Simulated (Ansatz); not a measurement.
```sh
ansatz run in.yaml --threads 2 --pin off --events-out ev --progress --plain --max-ram 5222MiB
```

```yaml
crystal:
  periodic: [false, false, false]
  atoms:
    - {symbol: Cl, position_ang: [-0.084694, -0.015686, -1.560692]}
    - {symbol: Cl, position_ang: [0.094843, 0.017565, 1.747880]}
    - {symbol: H, position_ang: [0.010178, 0.001886, 0.187405]}
basis:
  gaussian: {orbitals: "def2-TZVPPD.json"}
total_charge: -1
hamiltonian: {xc: pbe0, dispersion: d4}
output: {orbitals: {seedname: orbitals}}
```

Geometry: a pair of rigid molecules at a changed separation.

Describe the molecule in this file.

The species is HCl₂⁻. SMILES: `Cl.[Cl-]`. Judged by distances it falls into 2 fragments: Cl, HCl. All atoms lie on one line.

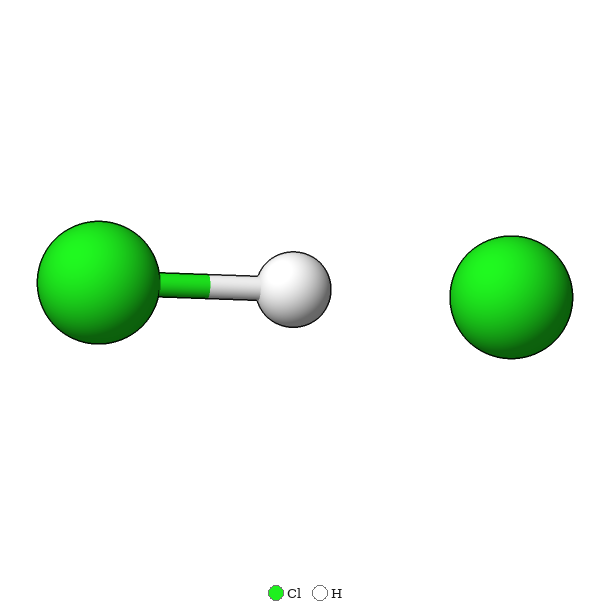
